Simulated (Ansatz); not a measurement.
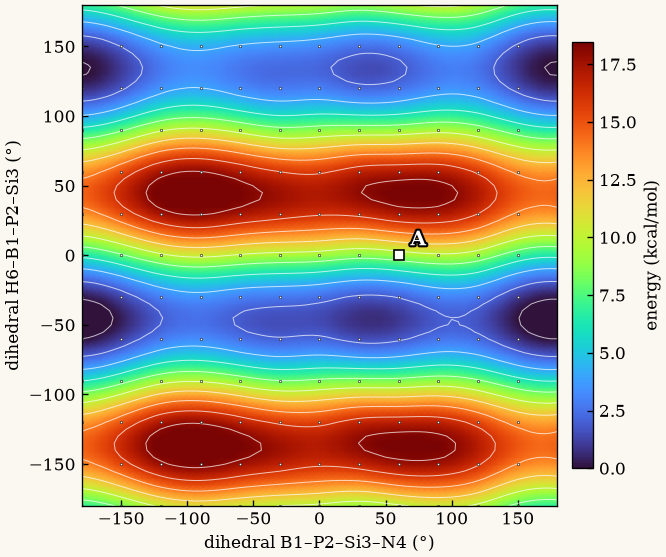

BFH6NPSi, SMILES BP[SiH](N)F. 
- First axis: dihedral B1–P2–Si3–N4. Second axis: dihedral H6–B1–P2–Si3.
- Nothing is relaxed (all other coordinates rigid).
- The scan uses a 12 × 12 grid.
- All energies are given in kcal/mol relative to the lowest grid point.
- These are results of Ansatz, RHF/def2-SVP, not measurements.

In the figure: a smooth colour map with a few white contour lines, dots at the grid points, the point A. Between grid points the surface is interpolated.

Which way does the force act at A, and how strong is it?

A, at dihedral B1–P2–Si3–N4 = 60°, dihedral H6–B1–P2–Si3 = 0°, is not a stationary point. The computed force is 0.03 kcal/mol for each degree towards smaller values of dihedral B1–P2–Si3–N4 and 0.3 kcal/mol for each degree towards smaller values of dihedral H6–B1–P2–Si3.
